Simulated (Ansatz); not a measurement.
# SiH3F (SMILES F[SiH3]) at revPBE/def2-TZVPP

Aim: the electronic atomisation energy of SiH3F at revPBE/def2-TZVPP, from 4 runs. 

The calculation is run with Ansatz 0.2.0.

52 further runs of the same task are left out: 1 that didn't finish, 51 set aside as unsound or not needed.

**1. The molecule**

SiH3F has 5 atoms, charge 0, and is taken as a singlet. SMILES: `F[SiH3]`. Geometry: relaxed at PBE0-D4/def2-TZVP.

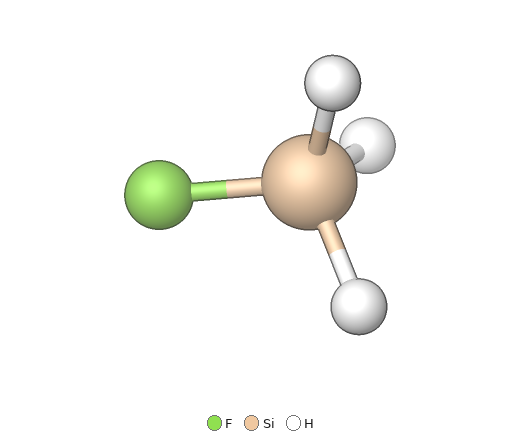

The structure, seen from a chosen angle (fluorine green, silicon light orange, hydrogen white).

**2. The energy at revPBE/def2-TZVPP**

Input file run.yaml:

```yaml
crystal:
  periodic: [false, false, false]
  atoms:
    - {symbol: F, position_ang: [-1.274600, 0.162800, 0.858000]}
    - {symbol: Si, position_ang: [0.043300, -0.019300, -0.030700]}
    - {symbol: H, position_ang: [-0.367800, -0.192600, -1.443700]}
    - {symbol: H, position_ang: [0.768600, -1.217900, 0.451600]}
    - {symbol: H, position_ang: [0.880500, 1.193400, 0.123400]}
basis:
  gaussian:
    orbitals: def2-TZVPP
hamiltonian:
  xc: {name: revPBE}
accuracy: high
output:
  orbitals: {seedname: orbitals}
```

The run is started by

```sh
$ ansatz run run.yaml --threads 1 --pin off --max-ram 3480MiB --events-out events.jsonl --progress --plain --runs-dir runs
```

Standard output:

```text
Warning: RAYON_NUM_THREADS=1 ignored (pool sized by the plan → 1); use --threads N
Functional definition: revPBE
  name "revPBE"
  parameter kappa = 1.245
  parameter beta = 0.06672455060314922
  exchange = pbe_x(kappa = kappa, mu = beta*pi^2/3)
  correlation = pbe_c(beta = beta)
1908 factors; integrals over basis functions are off by at most 3.3e-9 eV
mean field evaluation 1: about -10641.7672 eV, gradient 3.4e1 eV
mean field evaluation 2: about -10637.5958 eV, gradient 6.6e1 eV
mean field evaluation 4: about -10643.5409 eV, gradient 9.7e-1 eV
mean field evaluation 8: about -10643.5377 eV, gradient 4.5e-2 eV
mean field evaluation 16: about -10643.5377 eV, gradient 9.3e-7 eV
mean field -10643.53773391 eV, -391.1427972722 hartree, gradient 7.9e-9 eV, S^2 0.000000; 0 other end points of the search recorded, 0 dependent functions left out
reference -10643.53773806 eV, -391.1427974245 hartree; 13, 13 occupied and 102, 102 virtual orbitals, 1908 factors
Total energy: -10643.53773806 eV, -391.1427974245 hartree
```

It took 3.3 s on 1 thread of Intel Xeon 6975P-C (Granite Rapids), shared host; peak memory 0.27 GiB.

**3. The F atom, same level**

Input file run.yaml:

```yaml
crystal:
  periodic: [false, false, false]
  atoms:
    - {symbol: F, position_ang: [0.000000, 0.000000, 0.000000]}
basis:
  gaussian: {orbitals: def2-TZVPP}
magnetization: {spin_polarized: true, initial_magnetization: 1}
hamiltonian: {xc: {name: revPBE}}
accuracy: high
```

The run is started by

```sh
$ ansatz run run.yaml --threads 1 --pin off --max-ram 3480MiB --events-out events.jsonl --progress --plain --runs-dir runs
```

Standard output, cut to the lines that bear on the results:

```text
Warning: RAYON_NUM_THREADS=1 ignored (pool sized by the plan → 1); use --threads N
[... 6 set-up lines as earlier in the session ...]
309 factors; integrals over basis functions are off by at most 2.5e-9 eV
mean field evaluation 1: about -2713.7885 eV, gradient 8.0e0 eV
mean field evaluation 2: about -2713.8373 eV, gradient 5.8e0 eV
mean field evaluation 4: about -2713.9239 eV, gradient 2.6e-2 eV
mean field evaluation 8: about -2713.9238 eV, gradient 2.7e-4 eV
mean field evaluation 16: about -2713.6603 eV, gradient 1.1e1 eV
mean field -2713.92384408 eV, -99.7348617065 hartree, gradient 5.0e-9 eV, S^2 0.751356; 1 other end points of the search recorded, 0 dependent functions left out
reference -2713.92384509 eV, -99.7348617434 hartree; 5, 4 occupied and 26, 27 virtual orbitals, 309 factors
Total energy: -2713.92384509 eV, -99.7348617434 hartree
```

Wall time 0.4 s (1 thread of Intel Xeon 6975P-C (Granite Rapids), shared host).

**4. The H atom at the same level**

Input file in.yaml:

```yaml
basis:
  gaussian: {orbitals: def2-TZVPP}
crystal:
  periodic: [false, false, false]
  atoms:
    - {symbol: H, position_ang: [0.000000, 0.000000, 0.000000]}
total_charge: 0
magnetization: {spin_polarized: true, initial_magnetization: 1}
hamiltonian: {xc: {name: revPBE}}
accuracy: high
```

The run is started by

```sh
$ ansatz run in.yaml --threads 1 --pin off --max-ram 3480MiB --events-out events.jsonl --progress --plain --runs-dir runs
```

Standard output, cut to the lines that bear on the results:

```text
Warning: RAYON_NUM_THREADS=1 ignored (pool sized by the plan → 1); use --threads N
[... 6 set-up lines as earlier in the session ...]
92 factors; integrals over basis functions are off by at most 8.4e-10 eV
mean field evaluation 1: about -13.7149 eV, gradient 5.3e-1 eV
mean field evaluation 2: about -13.7188 eV, gradient 8.0e-2 eV
mean field evaluation 4: about -13.7179 eV, gradient 3.0e-3 eV
mean field evaluation 8: about -13.7179 eV, gradient 5.7e-9 eV
mean field -13.71787170 eV, -0.5041224865 hartree, gradient 5.6e-8 eV, S^2 0.750000; 0 other end points of the search recorded, 0 dependent functions left out
reference -13.71787477 eV, -0.5041225997 hartree; 1, 0 occupied and 13, 14 virtual orbitals, 92 factors
Total energy: -13.71787477 eV, -0.5041225997 hartree
```

Wall time 0.1 s (1 thread of Intel Xeon 6975P-C (Granite Rapids), shared host).

**5. The Si atom**

Input file job.yaml:

```yaml
crystal:
  periodic: [false, false, false]
  atoms:
    - {symbol: Si, position_ang: [0.000000, 0.000000, 0.000000]}
basis:
  gaussian: {orbitals: def2-TZVPP}
magnetization: {spin_polarized: true, initial_magnetization: 2}
hamiltonian: {xc: {name: revPBE}}
accuracy: high
```

The run is started by

```sh
$ ansatz run job.yaml --threads 1 --pin off --max-ram 3480MiB --events-out events.jsonl --progress --plain --runs-dir runs
```

Standard output, cut to the lines that bear on the results:

```text
Warning: RAYON_NUM_THREADS=1 ignored (pool sized by the plan → 1); use --threads N
[... 6 set-up lines as earlier in the session ...]
410 factors; integrals over basis functions are off by at most 2.5e-9 eV
mean field evaluation 1: about -7872.5627 eV, gradient 3.2e0 eV
mean field evaluation 2: about -7872.6558 eV, gradient 1.9e0 eV
mean field evaluation 4: about -7872.6741 eV, gradient 4.0e-1 eV
mean field evaluation 8: about -7872.6732 eV, gradient 6.4e-3 eV
mean field evaluation 16: about -7872.6732 eV, gradient 8.6e-9 eV
mean field evaluation 32: about -7872.6732 eV, gradient 1.4e-4 eV
mean field -7872.67321607 eV, -289.3154044009 hartree, gradient 9.1e-9 eV, S^2 2.004557; 1 other end points of the search recorded, 0 dependent functions left out
reference -7872.67321873 eV, -289.3154044987 hartree; 8, 6 occupied and 34, 36 virtual orbitals, 410 factors
Total energy: -7872.67321873 eV, -289.3154044987 hartree
```

Run time: 0.83 s. Hardware: 1 thread of Intel Xeon 6975P-C (Granite Rapids), shared host; peak memory 0.098 GiB.

**6. Outcome**

Level: revPBE/def2-TZVPP.

| quantity | value |
| --- | --- |
| molecule: total energy | -391.14280 Eh |
| molecule: HOMO energy | -8.28 eV |
| molecule: LUMO energy | -0.91 eV |
| molecule: HOMO–LUMO gap | 7.36 eV |
| F atom: total energy | -99.73486 Eh |
| F atom: ⟨S²⟩ | 0.751 |
| H atom: total energy | -0.50412 Eh |
| H atom: ⟨S²⟩ | 0.750 |
| Si atom: total energy | -289.31540 Eh |
| Si atom: ⟨S²⟩ | 2.005 |
| electronic atomisation energy | 15.787 eV |

Taking the molecule apart into free atoms costs 15.79 eV (1523 kJ/mol), before zero-point energy and without spin-orbit coupling.
